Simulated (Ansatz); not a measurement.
```yaml
atoms:
  - { symbol: C, position_ang: [0.3490, -1.9572, 1.4820] }
  - { symbol: O, position_ang: [0.9390, -0.8654, 0.8643] }
  - { symbol: Cu, position_ang: [0.3109, 0.3933, -0.1997] }
  - { symbol: P, position_ang: [-0.3558, 1.9199, -1.4585] }
  - { symbol: F, position_ang: [0.5725, 3.1296, -1.7310] }
  - { symbol: F, position_ang: [-1.6464, 2.6741, -1.0525] }
  - { symbol: F, position_ang: [-0.7325, 1.5571, -2.9168] }
  - { symbol: H, position_ang: [1.0942, -2.4868, 2.0925] }
  - { symbol: H, position_ang: [-0.0552, -2.6881, 0.7642] }
  - { symbol: H, position_ang: [-0.4757, -1.6764, 2.1555] }
```

Geometry: PBE0-D4/def2-TZVP.

The calculation used Ansatz, RKS PBE0-D4/def2-TZVPP.

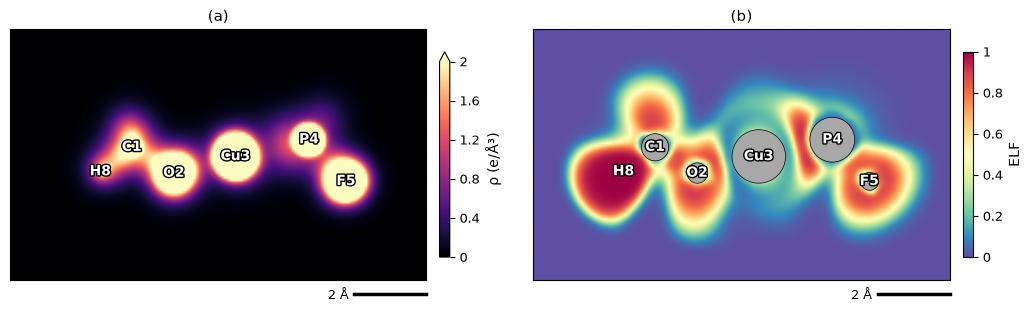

CH$_{3}$CuF$_{3}$OP. (a) electron density; (b) ELF on the plane of atoms Cu3, P4 and F5. Grey discs cover the atomic cores in the ELF map.

Q: What does the map show?

A: The plane passes through C, O, Cu, P, F and H nuclei. C–O (1.39 Å): the density is about 2.2 e/Å³ at the midpoint, with its minimum of 1.9 e/Å³ about 0.5 Å from C; the ELF peaks at about 0.85 between the atoms, as expected for a shared but strongly polarised pair. P–F (1.55 Å): ρ is about 1.5 e/Å³ halfway; the ELF peaks at about 0.80 between the atoms; a shared but strongly polarised pair. Cu–O (1.76 Å): ρ is about 0.95 e/Å³ halfway; the ELF peaks at about 0.85 in the valence shell of O, 0.5 Å from its nucleus, and is about 0.20 at the midpoint. Cu–P (2.09 Å): ρ at the midpoint is about 0.79 e/Å³; the ELF peaks at about 0.90 between the atoms. C–H (1.10 Å): ρ is about 2 e/Å³ halfway; the ELF climbs to about 1 towards the hydrogen, as it does in any bond to H: a covalent bond by its length. The ELF also peaks beside F5, away from the bonds: lone-pair regions.
